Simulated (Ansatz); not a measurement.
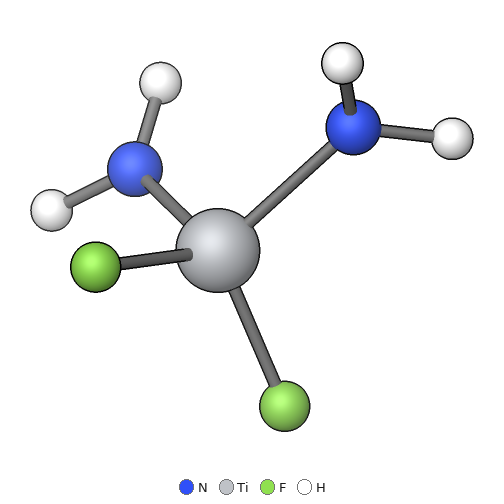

Starting geometry of the run.

Input file:

```yaml
crystal:
  periodic: [false, false, false]
  atoms:
    - {symbol: N, position_ang: [-1.208791, 0.623049, -0.694342]}
    - {symbol: Ti, position_ang: [0.460310, -0.221988, -0.495025]}
    - {symbol: N, position_ang: [0.651153, -0.405686, 1.337834]}
    - {symbol: F, position_ang: [0.376545, -1.726627, -1.288915]}
    - {symbol: F, position_ang: [1.667864, 0.809925, -1.170357]}
    - {symbol: H, position_ang: [-1.834399, 0.962863, 0.010065]}
    - {symbol: H, position_ang: [-1.656166, 0.874950, -1.614357]}
    - {symbol: H, position_ang: [0.502334, -1.283947, 1.803011]}
    - {symbol: H, position_ang: [1.194868, 0.221646, 1.903279]}
basis:
  gaussian: {orbitals: 6-31G}
hamiltonian: {xc: {name: B3LYP}}
output: {forces: true}
```

Command:

```sh
ansatz run in.yaml --threads 4 --pin off --events-out ev --progress --plain --max-ram 10444MiB
```

Output:

```
Functional definition: B3LYP
  name "B3LYP"
  cite "Stephens, Devlin, Chabalowski & Frisch, J. Phys. Chem. 98, 11623 (1994) doi:10.1021/j100096a001"
  cite "Becke, Phys. Rev. A 38, 3098 (1988) doi:10.1103/PhysRevA.38.3098"
  cite "Lee, Yang & Parr, Phys. Rev. B 37, 785 (1988) doi:10.1103/PhysRevB.37.785"
  cite "Vosko, Wilk & Nusair, Can. J. Phys. 58, 1200 (1980) doi:10.1139/p80-159"
  parameter a0 = 0.2
  parameter ax = 0.72
  parameter ac = 0.81
  exchange = (1 - a0 - ax)*slater_x + ax*b88_x + a0*exact_x
  correlation = (1 - ac)*vwn_rpa_c + ac*lyp_c
947 factors; integrals over basis functions are off by at most 2.9e-4 eV
mean field evaluation 1: about -31577.6531 eV, gradient 9.9e1 eV
mean field evaluation 2: about -31272.0330 eV, gradient 4.2e2 eV
mean field evaluation 4: about -31595.2580 eV, gradient 2.8e1 eV
mean field evaluation 8: about -31597.0044 eV, gradient 1.3e-1 eV
mean field evaluation 16: about -31597.1315 eV, gradient 1.6e-4 eV
mean field -31597.13146718 eV, -1161.1731641139 hartree, gradient 1.4e-5 eV, S^2 0.000000; 0 other end points of the search recorded, 0 dependent functions left out
the calculation of the forces begins
reference -31597.13179373 eV, -1161.1731761145 hartree; 29, 29 occupied and 44, 44 virtual orbitals, 947 factors
Total energy: -31597.13179373 eV, -1161.1731761145 hartree
Atom 0 at    -1.208791     0.623049    -0.694342 Å, force    -0.694777     0.458250    -1.821293 eV/Å
Atom 1 at     0.460310    -0.221988    -0.495025 Å, force    -2.115214     1.748331     1.838457 eV/Å
Atom 2 at     0.651153    -0.405686     1.337834 Å, force     0.423392    -0.226437    -0.152500 eV/Å
Atom 3 at     0.376545    -1.726627    -1.288915 Å, force     0.007790    -2.801094    -1.462849 eV/Å
Atom 4 at     1.667864     0.809925    -1.170357 Å, force     1.722629     1.277999    -0.919433 eV/Å
Atom 5 at    -1.834399     0.962863     0.010065 Å, force    -0.141535     0.042193     0.860747 eV/Å
Atom 6 at    -1.656166     0.874950    -1.614357 Å, force     0.875799    -0.500451     0.865534 eV/Å
Atom 7 at     0.502334    -1.283947     1.803011 Å, force    -0.260632    -0.460183     0.383073 eV/Å
Atom 8 at     1.194868     0.221646     1.903279 Å, force     0.182548     0.461392     0.408264 eV/Å
Dipole moment:    -0.224343     0.080867     0.492879 e Å
```

Self-consistency was reached.
